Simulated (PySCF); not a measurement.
# GaHSCl2 (SMILES [SH][Ga]([Cl])[Cl]): levels of theory compared

Aim: a comparison of 6 runs (HF/def2-SVP, HF/ma-def2-SVP, HF/def2-SVPD, HF/def2-TZVP, HF/ma-def2-TZVP, HF/def2-TZVPD) of GaHSCl2. 

Program for the calculation: PySCF 2.14.0.

## (1) The system as given

GaHSCl2 has 5 atoms, charge 0, and is taken as a singlet. SMILES: `[SH][Ga]([Cl])[Cl]`. Geometry: relaxed at PBE0-D4/def2-TZVP.

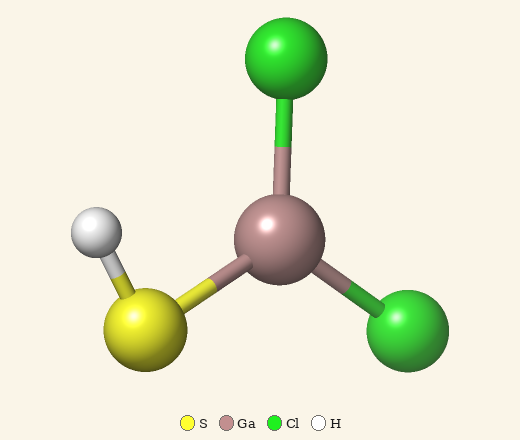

The structure, seen from a chosen angle (sulfur yellow, gallium pink, chlorine green, hydrogen white).

## (2) A single-point energy at HF/def2-SVP (run 1)

Contents of input.py:

```python
from pyscf import gto, scf

mol = gto.M(
    atom=[
    ('S', (0.072700, 1.687100, 0.391900)),
    ('Ga', (0.276600, -0.453100, 0.065500)),
    ('Cl', (1.930400, -1.504800, 0.876600)),
    ('Cl', (-1.158100, -1.543300, -1.063000)),
    ('H', (-1.071600, 1.740400, -0.312400)),
],
    verbose=3,
    max_memory=1860,
    spin=0,
    basis='def2-svp',
)

mf = scf.RHF(mol)
mf.conv_tol = 1e-10
mf.kernel()
if not mf.converged:
    mf = mf.newton().run(mf.mo_coeff, mf.mo_occ)

etot = mf.e_tot
print('E(%s) = %.9f' % ('HF', etot))
```

On the command line:

```console
OMP_NUM_THREADS=1 python input.py
```

Log:

```text
converged SCF energy = -3239.86493686562
E(HF) = -3239.864936866
```

Wall time 1.9 s (1 thread of Arm Neoverse V1, shared host); peak memory 0.17 GiB.

## (3) A single-point energy at HF/ma-def2-SVP (run 2)

Contents of job.py:

```python
from pyscf import gto, scf

mol = gto.M(
    atom=[
    ('S', (0.072700, 1.687100, 0.391900)),
    ('Ga', (0.276600, -0.453100, 0.065500)),
    ('Cl', (1.930400, -1.504800, 0.876600)),
    ('Cl', (-1.158100, -1.543300, -1.063000)),
    ('H', (-1.071600, 1.740400, -0.312400)),
],
    charge=0,
    spin=0,
    basis='ma-def2-svp',
    verbose=3,
    max_memory=1860,
)

mf = scf.RHF(mol)
mf.conv_tol = 1e-10
mf.kernel()
if not mf.converged:
    mf = mf.newton().run(mf.mo_coeff, mf.mo_occ)

e_final = mf.e_tot
print('E = %.10f Eh' % e_final)
```

On the command line:

```console
OMP_NUM_THREADS=1 python job.py
```

Log:

```text
converged SCF energy = -3239.86900547111
E = -3239.8690054711 Eh
```

It took 2.6 s on 1 thread of Arm Neoverse V1, shared host; peak memory 0.21 GiB.

Run 3 isn't shown in full; the table further down has it.

## (4) A single-point energy at HF/def2-TZVP (run 4)

Contents of run.py:

```python
# [SH][Ga]([Cl])[Cl]
from pyscf import gto

mol = gto.M(
    atom='''
S        0.072700       1.687100       0.391900
Ga       0.276600      -0.453100       0.065500
Cl       1.930400      -1.504800       0.876600
Cl      -1.158100      -1.543300      -1.063000
H       -1.071600       1.740400      -0.312400
''',
    verbose=3,
    basis='def2-tzvp',
    max_memory=1860,
    charge=0,
)

myscf = mol.RHF()
myscf.conv_tol = 1e-10
myscf.kernel()
if not myscf.converged:
    myscf = myscf.newton().run(myscf.mo_coeff, myscf.mo_occ)

etot = myscf.e_tot
print(f'total energy: {etot:.8f} hartree')
```

On the command line:

```console
OMP_NUM_THREADS=1 python run.py
```

Log:

```text
converged SCF energy = -3240.56725489462
total energy: -3240.56725489 hartree
```

It took 12 s on 1 thread of Arm Neoverse V1, shared host; peak memory 0.83 GiB.

Run 5 isn't shown in full; the table further down has it.

## (5) The energy at HF/def2-TZVPD (run 6)

Contents of calc.py:

```python
from pyscf import gto

mol = gto.M(
    atom='''
S      0.137383     3.188157     0.740584
Ga     0.522698    -0.856235     0.123777
Cl     3.647927    -2.843660     1.656534
Cl    -2.188492    -2.916414    -2.008779
H     -2.025031     3.288879    -0.590350
''',
    max_memory=1860,
    verbose=3,
    unit='bohr',
    basis='def2-tzvpd',
)

myscf = mol.RHF()
myscf.conv_tol = 1e-10
myscf.kernel()
if not myscf.converged:
    myscf = myscf.newton().run(myscf.mo_coeff, myscf.mo_occ)

e_tot = myscf.e_tot
print('E = %.10f Eh' % e_tot)
```

On the command line:

```console
OMP_NUM_THREADS=1 python calc.py
```

Log:

```text
converged SCF energy = -3240.56880611552
E = -3240.5688061155 Eh
```

Run time: 24 s. Hardware: 1 thread of Arm Neoverse V1, shared host; peak memory 1.7 GiB.

## (6) The series

```
run            level   energy (Eh)  dipole moment (D)  HOMO energy (eV)  LUMO energy (eV)  wall time
  1      HF/def2-SVP  -3239.864937               1.48            -11.07              1.90      1.9 s
  2   HF/ma-def2-SVP  -3239.869005               1.54            -11.27              0.62      2.6 s
  3     HF/def2-SVPD  -3239.883937               1.43            -11.20              0.81      4.8 s
  4     HF/def2-TZVP  -3240.567255               1.40            -11.15              1.71       12 s
  5  HF/ma-def2-TZVP  -3240.568016               1.42            -11.17              0.70       17 s
  6    HF/def2-TZVPD  -3240.568806               1.38            -11.16              0.74       24 s
```

Convergence of the total energy of singlet GaHSCl2 with the basis set, against the last point:

```
   basis set  from the last (mEh)  wall time
    def2-SVP             +703.869      1.9 s
 ma-def2-SVP             +699.801      2.6 s
   def2-SVPD             +684.869      4.8 s
   def2-TZVP               +1.551       12 s
ma-def2-TZVP               +0.790       17 s
  def2-TZVPD               +0.000       24 s
```

Convergence of the dipole moment of singlet GaHSCl2 with the basis set, against the last point:

```
   basis set  from the last (D)  wall time
    def2-SVP            +0.1009      1.9 s
 ma-def2-SVP            +0.1673      2.6 s
   def2-SVPD            +0.0578      4.8 s
   def2-TZVP            +0.0263       12 s
ma-def2-TZVP            +0.0424       17 s
  def2-TZVPD            +0.0000       24 s
```

## (7) Outcome

```
            quantity           value
 run 6: total energy  -3240.56881 Eh
run 6: dipole moment          1.38 D
  run 6: HOMO energy       -11.16 eV
  run 6: LUMO energy         0.74 eV
run 6: HOMO–LUMO gap        11.90 eV
```

**Reading.** For the total energy of singlet GaHSCl2 to stay within 10 mEh of the last point, def2-TZVP is the first point of the series from which all later ones do (12 s against 24 s). For the total energy of singlet GaHSCl2 to stay within 2 mEh of the last point, def2-TZVP is the first point of the series from which all later ones do (12 s against 24 s). For the dipole moment of singlet GaHSCl2 to stay within 0.05 D of the last point, def2-TZVP is the first point of the series from which all later ones do (12 s against 24 s). The dipole moment (its size) runs from 1.38 D (HF/def2-TZVPD) to 1.54 D (HF/ma-def2-SVP). The HOMO–LUMO gap runs from 11.86 eV (HF/ma-def2-TZVP) to 12.98 eV (HF/def2-SVP). All runs together took 63 s, the longest 24 s.
